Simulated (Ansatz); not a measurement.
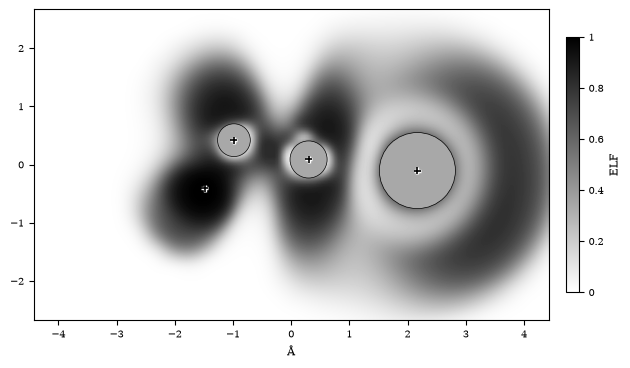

The electron localisation function on a plane through atoms (crosses mark nuclei in the plane; grey discs cover the cores).

Method: isolated molecule in a Gaussian basis; Kohn-Sham density functional theory, functional PBE0 (Ansatz).

Candidates:
A. H2OSi2
B. HNOSn (SMILES O[N]=[Sn])
C. C2H9ClSi2

Which candidate gave the map?

Candidate B: HNOSn on the molecular plane, which holds N, O, Sn and H. N–O (1.32 Å): the ELF peaks at about 0.85 between the atoms; a shared electron pair. Sn–N (1.88 Å): the ELF peaks at about 0.75 in the valence shell of N, 0.6 Å from its nucleus, and drops to about 0.15 between the two atoms.
